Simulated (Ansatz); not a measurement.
```
CELL_PARAMETERS angstrom
5.38635 0.00000 0.00000
0.00000 5.38635 0.00000
0.00000 0.00000 5.38635
ATOMIC_POSITIONS crystal
Ca 0.50000 0.50000 0.50000
Mg 0.00000 0.00000 0.00000
Sc 0.50000 0.00000 0.00000
Sc 0.00000 0.50000 0.00000
Sc 0.00000 0.00000 0.50000
```

Space group Pm-3m; a structure generated by program, which may or may not match a known phase; computed without spin polarisation.

The calculation used Ansatz 0.2.0, DFT PBE, scalar-relativistic, plane waves, PAW.

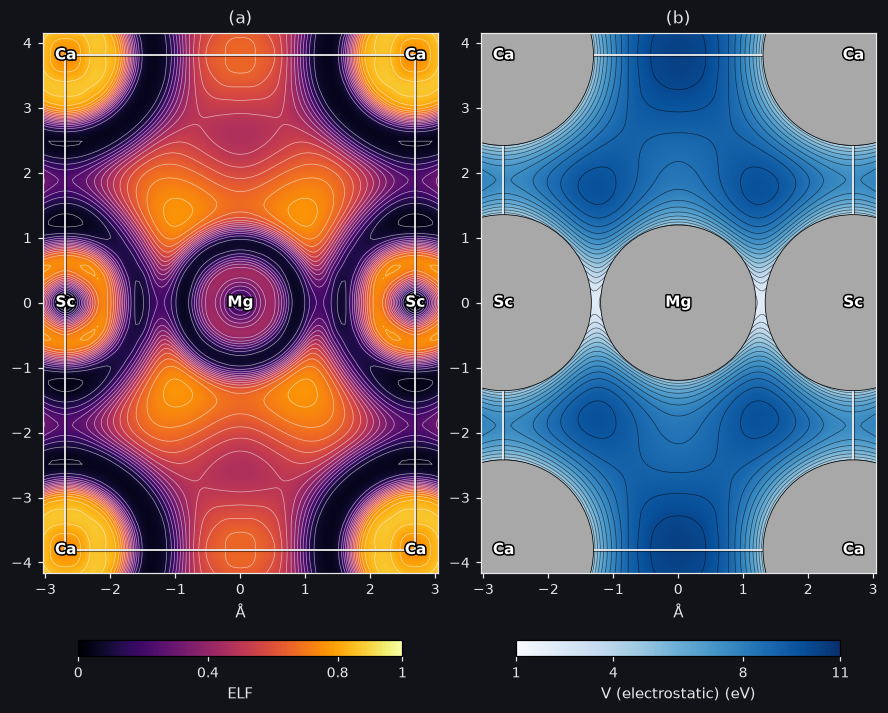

CaMgSc$_{3}$. (a) electron localisation function; (b) electrostatic potential (local pseudopotential plus Hartree) felt by an electron on the (101̄) plane of the conventional cell. Grey discs cover the atomic cores in the potential map.

Core electrons are frozen (PAW), and the valence fields are smoothed inside the atomic spheres.

Describe what can be read from this map.

Answer. The plane passes through Ca, Mg and Sc nuclei. Mg–Sc (2.69 Å): the ELF is about 0.20 at the midpoint: no shared electron pair shows on this line. Ca–Sc (3.81 Å): the ELF is about 0.25 at the midpoint: no localised pair shows between them. The features right at Ca and Sc lie inside the PAW spheres, where the map follows smoothed inner orbitals and isn't to be read closely. Outside the cores the potential energy rises away from the atoms and is highest about 2.7 Å from the nearest atoms; its zero is arbitrary.
